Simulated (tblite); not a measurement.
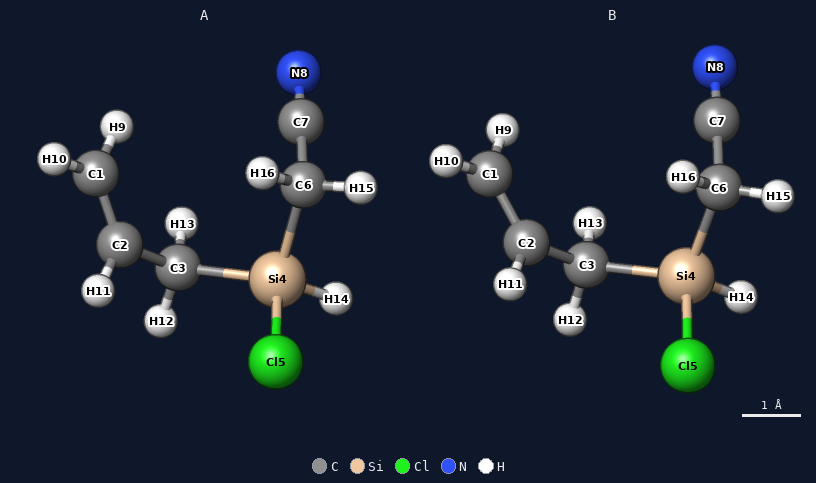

Two geometries of C₅H₈ClNSi, drawn at one scale. One is the start of a relaxation, the other its converged end. The picture is a ball-and-stick view, seen face on.

The calculation used GFN2-xTB geometry optimisation, gas phase in tblite 0.8.0. 

### Which geometry has the lower energy?

Structure A is the relaxed one. H9 moves most after the best rigid fit: 0.47 Å. Largest moves by element: H 0.47 Å, C 0.28 Å, N 0.21 Å, Cl 0.13 Å, Si 0.06 Å. Near-neighbour distances that change, for instance: Si4–C6 1.867 → 1.922 Å, C1–C2 1.355 → 1.321 Å, C6–C7 1.461 → 1.429 Å, Si4–Cl5 2.052 → 2.022 Å. Bond angles that change, for instance: C2–C3–Si4 115.6° → 111.3°, C3–Si4–C6 111.7° → 107.9°, Cl5–Si4–H14 106.4° → 109.3°. Over 86 geometry steps the energy falls by 15.2 kJ/mol.
